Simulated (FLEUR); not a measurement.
# FePt (c factor at fixed volume 0.97 on the database's cell): anisotropy by force theorems

Wanted: anisotropy for FePt (c factor at fixed volume 0.97 on the database's cell), with the cost of each step.

Calculated with FLEUR MaX-R8.1; PBE; all-electron FLAPW, Dirac cores, scalar-relativistic bands.

## Step 1: The structure

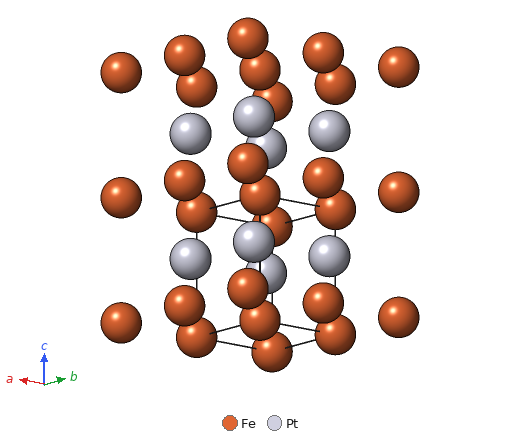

The cell as given, from a free direction (iron orange, platinum light grey). 2×2×2 cells are drawn. Some periodic images of atoms are drawn too.

The cell is strained on purpose: c factor at fixed volume 0.97 on the database's cell.

## Step 2: The magnetic state

The force theorems are single passes in this state's potential, so it has to be converged first.

No symmetry is used, so that later steps may turn the spins freely; k and −k are joined. inpgen writes inp.xml from crystal.txt; cutoffs, mixing, functional, smearing and local orbitals are then set in the file. The k list scf (kpts.xml, not shown) is a Γ-centred 10×10×10 mesh; where the ranks do not divide the number of points, some are split in two of half the weight.

inp.xml

```
<?xml version="1.0" encoding="UTF-8" standalone="no"?>
<fleurInput fleurInputVersion="0.39">
   <comment>
      FePt
   </comment>
   <calculationSetup>
      <cutoffs Kmax="3.6" Gmax="10.8" GmaxXC="10.8" numbands="0"/>
      <scfLoop itmax="110" minDistance="0.00002" maxIterBroyd="15" imix="Anderson" alpha="0.05" precondParam="0.0" spinf="2.0" sdNocoIR="T"/>
      <coreElectrons ctail="F" frcor="F" kcrel="0" coretail_lmax="0"/>
      <xcFunctional name="pbe" relativisticCorrections="F"/>
      <magnetism jspins="2" l_noco="F" l_ss="F">
         <qss>0.0 0.0 0.0</qss>
         <mtNocoParams l_mperp="F" l_mtNocoPot="F" l_relaxSQA="F" mag_mixing_scheme="0" mix_RelaxWeightOffD="1.0" l_constrained="F" mix_constr="1.0"/>
         <sourceFreeMag l_sourceFree="F" l_scaleMag="F" mag_scale="1.0"/>
      </magnetism>
      <soc l_soc="F" theta="0.0" phi="0.0" spav="F"/>
      <expertModes spex="0" secvar="F"/>
      <geometryOptimization l_f="F" forcealpha="1.0" forcemix="BFGS" epsdisp="0.00001" epsforce="0.00001"/>
      <ldaU l_linMix="F" mixParam="0.05" spinf="1.0"/>
   </calculationSetup>
   <cell>
      <bzIntegration valenceElectrons="32.0" mode="hist" fermiSmearingEnergy="0.00183747">
         <kPointListSelection listName="scf"/>
         <xi:include xmlns:xi="http://www.w3.org/2001/XInclude" href="kpts.xml"> </xi:include>
      </bzIntegration>
      <xi:include xmlns:xi="http://www.w3.org/2001/XInclude" href="sym.xml"> </xi:include>
      <bulkLattice scale="1.0">
         <bravaisMatrix>
            <row-1>    5.2256507328490720     0.0000000000000000     0.0000000000000000</row-1>
            <row-2>    0.0000000000000000     5.2256507328490720     0.0000000000000000</row-2>
            <row-3>    0.0000000000000000     0.0000000000000000     6.8188877480066399</row-3>
         </bravaisMatrix>
      </bulkLattice>
   </cell>
   <atomSpecies>
      <species name="Iron (Fe) 2.800" element="Fe" atomicNumber="26">
         <mtSphere radius="2.45" gridPoints="811" logIncrement="0.015"/>
         <atomicCutoffs lmax="10" lnonsphr="8"/>
         <electronConfig flipSpins="F">
            <coreConfig>(1s1/2) (2s1/2) (2p1/2) (2p3/2)</coreConfig>
            <valenceConfig>(3s1/2) (3p1/2) (3p3/2) (4s1/2) (3d3/2) (3d5/2)</valenceConfig>
            <stateOccupation state="(3d3/2)" spinUp="1.4" spinDown="1.0"/>
            <stateOccupation state="(3d5/2)" spinUp="3.0" spinDown="0.6"/>
         </electronConfig>
         <energyParameters s="4" p="4" d="3" f="4"/>
         <lo type="SCLO" l="0" n="3" eDeriv="0"/>
         <lo type="SCLO" l="1" n="3" eDeriv="0"/>
      </species>
      <species name="Platinum (Pt)" element="Pt" atomicNumber="78">
         <mtSphere radius="2.45" gridPoints="811" logIncrement="0.016"/>
         <atomicCutoffs lmax="10" lnonsphr="8"/>
         <electronConfig flipSpins="F">
            <coreConfig>(1s1/2) (2s1/2) (2p1/2) (2p3/2) (3s1/2) (3p1/2) (3p3/2) (4s1/2) (3d3/2) (3d5/2) (4p1/2) (4p3/2) (5s1/2) (4d3/2) (4d5/2) (4f5/2) (4f7/2)</coreConfig>
            <valenceConfig>(5p1/2) (5p3/2) (6s1/2) (5d3/2) (5d5/2)</valenceConfig>
            <stateOccupation state="(6s1/2)" spinUp="0.500000" spinDown="0.500000"/>
            <stateOccupation state="(5d3/2)" spinUp="1.800000" spinDown="1.800000"/>
            <stateOccupation state="(5d5/2)" spinUp="2.700000" spinDown="2.700000"/>
         </electronConfig>
         <energyParameters s="6" p="6" d="5" f="5"/>
         <lo type="SCLO" l="1" n="5" eDeriv="0"/>
      </species>
   </atomSpecies>
   <atomGroups>
      <atomGroup species="Iron (Fe) 2.800">
         <relPos label="                   1">.0000000000 .0000000000 .0000000000</relPos>
         <force calculate="T" relaxXYZ="TTT"/>
         <nocoParams  alpha="0.0" beta="0.0"/>
      </atomGroup>
      <atomGroup species="Platinum (Pt)">
         <relPos label="                   2">1.000/2.000 1.000/2.000 1.000/2.000</relPos>
         <force calculate="T" relaxXYZ="TTT"/>
         <nocoParams  alpha="0.0" beta="0.0"/>
      </atomGroup>
   </atomGroups>
   <output dos="F" band="F" slice="F">
      <bandDOS minEnergy="-.5*Htr" maxEnergy="0.5*Htr" sigma="0.015" storeEVData="T"/>
      <plotting iplot="0" polar="F">
         <plot TwoD="T" vec1="  1.0  0.0  0.0" vec2="  0.0  1.0  0.0" vec3="  0.0  0.0  1.0" zero="  0.0  0.0  0.0" file="plot"/>
      </plotting>
      <moessbauerParams electricFieldGradient="F" isomerShift="F" coreHyperfine="F" valenceHyperfine="F"/>
   </output>
</fleurInput>
```

crystal.txt

```
FePt
&input film=F cartesian=F /
2.76529528000  0.00000000000  0.00000000000
0.00000000000  2.76529528000  0.00000000000
0.00000000000  0.00000000000  3.60840000000
1.8897261246
1.0 1.0 1.0

2
26 0.00000000000  0.00000000000  0.00000000000 : 2.800
78 0.50000000000  0.50000000000  0.50000000000

&kpt div1=10 div2=10 div3=10 gamma=T /
```

Run with:

```console
> OMP_NUM_THREADS=1 inpgen -f crystal.txt -nosym -noco > inpgen.log  # inp.xml is then edited as shown
> OMP_NUM_THREADS=1 mpirun -n 4 fleur_MPI > fleur.log
```

The log of the run:

```text
Welcome to FLEUR        (www.flapw.de)
      MaX-Release 8.1          (www.max-centre.eu)

 ========== k-point set info ==========
 Selected k-point list: scf
 k-point list type: mesh
 0 x 0 x 0
 Number of k points: 504

 ------------Calculation Setup---------------------------
 Number of MPI-tasks      :            4
 Number of PE/node        :            4
 Number of OMP-threads    :            1
 k-points in parallel     :            4
 pe's per k-point         :            1
 No of k-point loops      :          126
 Eigenvalue solver        :       lapack
 Number of basis functions:          172
 Approximate size of matrices (H+S) per k-point:         0.001 GB
 --------------------------------------------------------
 Complex matrix made real
 Complex matrix made real
 Iteration:     1   Distance:      38.86254997 me/bohr^3
 Iteration:     2   Distance:      15.95789272 me/bohr^3
 Iteration:     3   Distance:      12.61332413 me/bohr^3
 Iteration:     4   Distance:       9.47885327 me/bohr^3
 Iteration:     5   Distance:       8.87063387 me/bohr^3
 Iteration:     6   Distance:       9.66154563 me/bohr^3
 Iteration:     7   Distance:       3.25792801 me/bohr^3
 Iteration:     8   Distance:       3.13497808 me/bohr^3
 Iteration:     9   Distance:       1.13026985 me/bohr^3
 Iteration:    10   Distance:       1.09221068 me/bohr^3
 Iteration:    11   Distance:       0.20436235 me/bohr^3
 Iteration:    12   Distance:       0.20753889 me/bohr^3
 Iteration:    13   Distance:       0.02217490 me/bohr^3
 Iteration:    14   Distance:       0.01635068 me/bohr^3
 Iteration:    15   Distance:       0.00651092 me/bohr^3
 Iteration:    16   Distance:       0.00630400 me/bohr^3
 Iteration:    17   Distance:       0.00530546 me/bohr^3
 Iteration:    18   Distance:       0.00120582 me/bohr^3
 Iteration:    19   Distance:       0.00052817 me/bohr^3
 Iteration:    20   Distance:       0.00017313 me/bohr^3
 Iteration:    21   Distance:       0.00021307 me/bohr^3
 Iteration:    22   Distance:       0.00007303 me/bohr^3
 Iteration:    23   Distance:       0.00002630 me/bohr^3
 Iteration:    24   Distance:       0.00000567 me/bohr^3

 ********************************************************************
 Run finished successfully
 Stop message:
   all done
 ********************************************************************

--- out.xml (last complete iteration) ---
<iteration numberForCurrentRun="   24" overallNumber="   24">
         [... left out ...]
         <bandgap value="0.0000000000" units="eV"/>
         <sumValenceSingleParticleEnergies value="-18.3922198209" units="Htr"/>
         <FermiEnergy value="0.4256710566" units="Htr"/>
         <valenceDensity>
            <mtCharges spin="1">
               <mtCharge atomType="1" total="9.0760930" s="1.2201174" p="3.2312609" d="4.5906105" f="0.0251882"/>
               <mtCharge atomType="2" total="7.4292969" s="0.2485778" p="3.1630404" d="3.9882678" f="0.0228245"/>
            </mtCharges>
            <mtCharges spin="2">
               <mtCharge atomType="1" total="6.0744637" s="1.2091798" p="3.2361035" d="1.5971354" f="0.0237778"/>
               <mtCharge atomType="2" total="6.9921539" s="0.2666297" p="3.1989654" d="3.5031037" f="0.0185178"/>
            </mtCharges>
            <spinDependentCharge spin="1" total="17.6882372" interstitial="1.1828474" mtSpheres="16.5053899"/>
            <spinDependentCharge spin="2" total="14.3117628" interstitial="1.2451451" mtSpheres="13.0666176"/>
            <totalCharge value="32.0000000000"/>
         </valenceDensity>
         [... left out ...]
         <allElectronCharges>
            <spinDependentCharge spin="1" total="53.6882372" interstitial="1.1835526" mtSpheres="52.5046846"/>
            <spinDependentCharge spin="2" total="50.3117628" interstitial="1.2458540" mtSpheres="49.0659087"/>
            <totalCharge value="104.0000000118"/>
         </allElectronCharges>
         <magneticMomentsInMTSpheres units="muBohr">
            <globalMagMoment atomType="1" vec="0.00000   0.00000   3.00163"/>
            <localMagMoment atomType="1" vec="0.00000   0.00000   3.00163"/>
            <globalMagMoment atomType="2" vec="0.00000   0.00000   0.43715"/>
            <localMagMoment atomType="2" vec="0.00000   0.00000   0.43715"/>
         </magneticMomentsInMTSpheres>
         <moessbauerParams unitsHFF="kG" unitsIS="e/bohr^3" unitsEFG="Htr/bohr^2">
         </moessbauerParams>
         <totalEnergy value="   -19719.5483903493" units="Htr">
            <sumOfEigenvalues value="   -12061.7257660764">
               <coreElectrons value="-12043.3335462555"/>
               <valenceElectrons value="-18.3922198209"/>
            </sumOfEigenvalues>
            <densityCoulombPotentialIntegral value="-33922.5013808301"/>
            <densityEffectivePotentialIntegral value="-34462.7860232691"/>
            <chargeDenXCDenIntegral value="-413.3002270533"/>
            <FockExchangeEnergyValence value="0.0000000000"/>
            <FockExchangeEnergyCore value="0.0000000000"/>
            <atomTypeDependentContributions atomType="1">
               <electronNucleiInteractionDifferentMTs value="1521.3259539606"/>
               <MadelungTerm value="-9.9644139474"/>
            </atomTypeDependentContributions>
            <atomTypeDependentContributions atomType="2">
               <electronNucleiInteractionDifferentMTs value="23174.4873759051"/>
               <MadelungTerm value="-40.2799862606"/>
            </atomTypeDependentContributions>
            <tkbTimesEntropy value="0.0003157473"/>
            <freeEnergy value="-19719.5487060966"/>
            <extrapolationTo0K value="-19719.5485482230"/>
         </totalEnergy>
         <densityConvergence units="me/bohr^3">
            <chargeDensity spin="1" distance="0.0000031503"/>
            <chargeDensity spin="2" distance="0.0000030215"/>
            <overallChargeDensity distance="0.0000024519"/>
            <spinDensity distance="0.0000056653"/>
         </densityConvergence>
      </iteration>
```

It took 4.1 min on 4 MPI ranks of Arm Neoverse V1, shared host; peak memory 0.61 GiB; 16 min of CPU time.

Spin moment in the muffin-tin sphere by atom:

| atom | spin moment in the muffin-tin sphere (μB) |
| --- | --- |
| Fe1 | 3.00 |
| Pt2 | 0.44 |

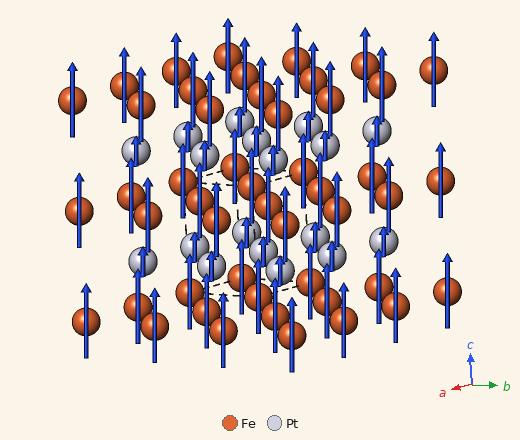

Spin moment in the muffin-tin sphere as arrows, the longest 3.00 μB. Up and down stand for the sign. Arrows give size and sign along the axis of quantisation, drawn up and down the page. Each arrow also spans its atom, so small moments look longer than they are. 3×3×2 cells are drawn. Some periodic images of atoms are drawn too.

Numbers from this step:

| Property | Result |
| --- | --- |
| free energy | -536596.2564 eV |
| program's band gap on this mesh (in a metal only a level spacing) | 0 eV |
| magnetization | 3.377 μB |
| final state | ferromagnetic |

After 24 cycles the largest moment stands at 3.00 μB.

## Step 3: Energy against the direction of the moments, rung 1

Anisotropy is a small difference, so it is taken from sums over occupied states at a frozen potential, where most errors cancel.

One pass with spin–orbit coupling for each direction, from the saved density. Inversion lets half of the mesh serve, which the program's warning doesn't know. The k list mae (kpts.xml, not shown) is a Γ-centred 14×14×11 mesh.

Changes to inp.xml since step 2:

```diff
@@ -6,4 +6,4 @@
    <calculationSetup>
-      <cutoffs Kmax="3.6" Gmax="10.8" GmaxXC="10.8" numbands="0"/>
-      <scfLoop itmax="110" minDistance="0.00002" maxIterBroyd="15" imix="Anderson" alpha="0.05" precondParam="0.0" spinf="2.0" sdNocoIR="T"/>
+      <cutoffs Kmax="3.6" Gmax="10.8" GmaxXC="10.8" numbands="72"/>
+      <scfLoop itmax="1" minDistance="0.00002" maxIterBroyd="15" imix="Anderson" alpha="0.05" precondParam="0.0" spinf="2.0" sdNocoIR="T"/>
       <coreElectrons ctail="F" frcor="F" kcrel="0" coretail_lmax="0"/>
@@ -15,3 +15,3 @@
       </magnetism>
-      <soc l_soc="F" theta="0.0" phi="0.0" spav="F"/>
+      <soc l_soc="T" theta="0.0" phi="0.0" spav="F"/>
       <expertModes spex="0" secvar="F"/>
@@ -22,3 +22,3 @@
       <bzIntegration valenceElectrons="32.0" mode="hist" fermiSmearingEnergy="0.00183747">
-         <kPointListSelection listName="scf"/>
+         <kPointListSelection listName="mae"/>
          <xi:include xmlns:xi="http://www.w3.org/2001/XInclude" href="kpts.xml"> </xi:include>
@@ -81,2 +81,5 @@
    </output>
+   <forceTheorem>
+      <MAE theta="0.0 1.5707963 1.5707963 0.7853982" phi="0.0 0.0 0.7853982 0.0"/>
+   </forceTheorem>
 </fleurInput>
```

Run with:

```console
> OMP_NUM_THREADS=1 mpirun -n 4 fleur_MPI -warn_only > fleur.log
```

The log of the run:

```text
[banner, memory and clock lines left out]
Welcome to FLEUR        (www.flapw.de)
      MaX-Release 8.1          (www.max-centre.eu)
************FLEUR-Warning*****************
Error message: k-point set is not compatible to missing time-reversal symmetry in calculation.
Error occurred in subroutine: gen_bz
Error from PE:0/4
Other PEs with error messages:
     1-k-point set is not compatible to missing time-reversal symmetry in calculation.
     2-k-point set is not compatible to missing time-reversal symmetry in calculation.
     3-k-point set is not compatible to missing time-reversal symmetry in calculation.
*****************************************

 ========== k-point set info ==========
 Selected k-point list: mae
 k-point list type: mesh
 0 x 0 x 0
 Number of k points: 1080

 [... set-up left out ...]
 ********************************************************************
 Run finished successfully
 Stop message:
   Forcetheorem MAE
 ********************************************************************

--- out.xml (force theorem) ---
<Forcetheorem_MAE Angles="4" units="Htr">
            <Angle theta="0.0000000" phi="0.0000000" ev-sum="-18.437515235"/>
            <Angle theta="1.5707963" phi="0.0000000" ev-sum="-18.437432240"/>
            <Angle theta="1.5707963" phi="0.7853982" ev-sum="-18.437430016"/>
            <Angle theta="0.7853982" phi="0.0000000" ev-sum="-18.437473194"/>
         </Forcetheorem_MAE>
```

It took 1.8 min on 4 MPI ranks; peak memory 1.1 GiB; 7 min of CPU time.

Anisotropy energies, by row:

```csv
axis,x,y,z,band energy less the first axis' (meV a cell)
[001],0,0,1,0
[100],1,0,0,2.258
[110],0.7071,0.7071,0,2.319
45 degrees from [001] toward [100],0.7071,0,0.7071,1.144
```

Indices are those of the standard conventional cell; x, y, z give the same directions in the axes of the input.

## Step 4: Anisotropy by the force theorem, rung 2

A second rung shows how far the first can be trusted.

The k list mae (kpts.xml, not shown) is a Γ-centred 20×20×16 mesh.

inp.xml is that of step 3.

The log of the run:

```text
[banner, memory and clock lines left out]
Welcome to FLEUR        (www.flapw.de)
      MaX-Release 8.1          (www.max-centre.eu)
************FLEUR-Warning*****************
Error message: k-point set is not compatible to missing time-reversal symmetry in calculation.
Error occurred in subroutine: gen_bz
Error from PE:0/4
Other PEs with error messages:
     2-k-point set is not compatible to missing time-reversal symmetry in calculation.
*****************************************

 ========== k-point set info ==========
 Selected k-point list: mae
 k-point list type: mesh
 0 x 0 x 0
 Number of k points: 3204

 [... set-up left out ...]
 ********************************************************************
 Run finished successfully
 Stop message:
   Forcetheorem MAE
 ********************************************************************

--- out.xml (force theorem) ---
<Forcetheorem_MAE Angles="4" units="Htr">
            <Angle theta="0.0000000" phi="0.0000000" ev-sum="-18.437540943"/>
            <Angle theta="1.5707963" phi="0.0000000" ev-sum="-18.437479191"/>
            <Angle theta="1.5707963" phi="0.7853982" ev-sum="-18.437478835"/>
            <Angle theta="0.7853982" phi="0.0000000" ev-sum="-18.437510080"/>
         </Forcetheorem_MAE>
```

The job ended after 5.3 min (4 MPI ranks; peak memory 2.8 GiB).

Anisotropy energies, by row:

```csv
axis,x,y,z,band energy less the first axis' (meV a cell)
[001],0,0,1,0
[100],1,0,0,1.68
[110],0.7071,0.7071,0,1.69
45 degrees from [001] toward [100],0.7071,0,0.7071,0.8398
```

(Part 1 of 2 ends here.)

[Logs and program files are shortened in this print: banners, set-up blocks, solver, clock and traceback lines can be left out without a mark of their own.]

[Logs are printed without paths, hosts, clocks, repeated set-up lines and the standing remarks that a program may print on its own settings, such as how far it seeks lower states.]

[Hosts, paths, dates, database ids (printed as entryN), source tags and the programs' standing remarks are cut or masked in the printed files.]

[Where a cell is said to come from a database of computed structures, the database is the Materials Project.]
